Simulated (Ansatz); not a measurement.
Input

```
crystal:
  periodic: [false, false, false]
  atoms:
    - { symbol: Ga, position_ang: [0.0, 0.0, 0.0] }
    - { symbol: C, position_ang: [1.4139, 0.0, 1.6593] }
    - { symbol: H, position_ang: [0.4143, -0.3092, 2.0298] }
    - { symbol: H, position_ang: [2.1815, -0.7111, 2.0298] }
    - { symbol: H, position_ang: [1.6459, 1.0203, 2.0298] }
    - { symbol: H, position_ang: [1.7614, 0.0, 0.174] }
    - { symbol: "N", position_ang: [-1.6714, 0.0, -0.965] }
    - { symbol: H, position_ang: [-2.3403, -0.8164, -0.8664] }
    - { symbol: H, position_ang: [-1.9204, 0.8164, -1.5936] }
basis:
  gaussian: { orbitals: def2-SVP }
hamiltonian:
  xc: pbe
  dispersion: d4
relax:
  f_tol: 0.15
  max_steps: 25
  restrain:
    - { distance: [1, 5], at: 2.31, k: 30.0 }
    - { distance: [0, 1], at: 1.98, k: 30.0 }
    - { distance: [0, 5], at: 1.57, k: 30.0 }
output:
  orbitals: {}
```

Run with:

```sh
ansatz run input.yaml --threads 2 --pin off --max-ram 3072MiB --backend cpu --events-out ev --progress --plain --runs-dir out
```

The fields are those of the run's last geometry, not of the input's.

Not at a stationary point (largest force 1.6 eV/Å).

The calculation used RKS PBE-D4/def2-SVP in Ansatz.

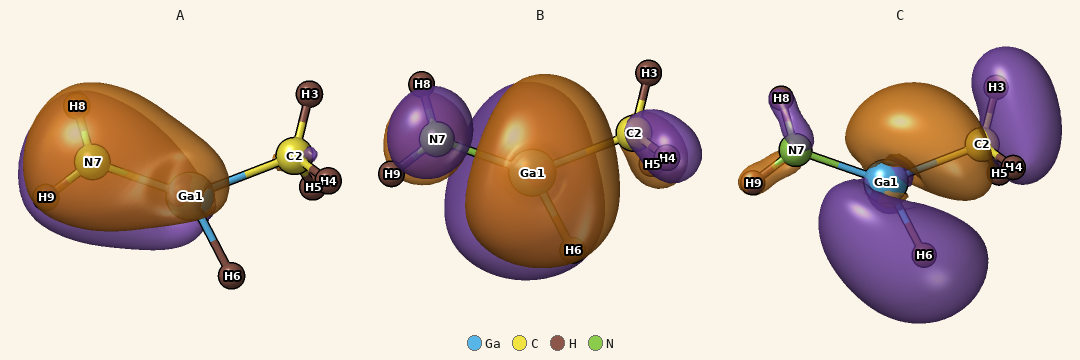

CH₆GaN. Three frontier orbitals at ±0.08 Å⁻³ᐟ² (orange and purple are the two phases), in no order.

### Which picture is the HOMO−1, the HOMO and the LUMO?

A is the HOMO−1 (−6.02 eV). By Hirshfeld shares it lies mainly on N7 (about 75 %) and Ga1 (about 15 %); largely a lone pair of N7. C is the HOMO (−5.68 eV). It lies mainly on Ga1 (about 30 %), C2 (about 30 %) and H6 (about 25 %). B is the LUMO (−0.84 eV). By Hirshfeld shares it lies mainly on Ga1 (about 70 %) and N7 (about 15 %).

### What is the HOMO–LUMO gap?

4.84 eV between the orbital energies.
